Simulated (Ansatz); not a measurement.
```xyz
9

Si    0.0595    1.3419    0.1522
N    -0.4494   -0.3506    0.1731
B     0.2541   -1.4564   -0.3219
Cl   -0.4430   -3.0916   -0.2019
H    -0.9109    2.1635   -0.6277
H     0.1079    1.8798    1.5424
H     1.4053    1.4025   -0.4725
H    -1.3585   -0.5511    0.5903
H     1.3350   -1.3380   -0.8341
```

The calculation used Ansatz, RKS B3LYP/def2-SVP.

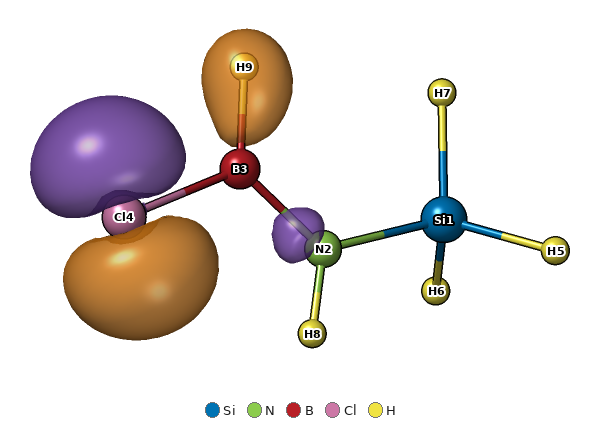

BClH₅NSi (SMILES [SiH3]NBCl). The HOMO−1 at ±0.2 Å⁻³ᐟ² (orange and purple are the two phases), seen at a tilt.

Describe this orbital and give its energy.

Answer. It lies mainly on Cl4 (about 80 %), B3 (about 10 %) and H9 (about 10 %); largely a lone pair of Cl4. Its energy is −8.16 eV.
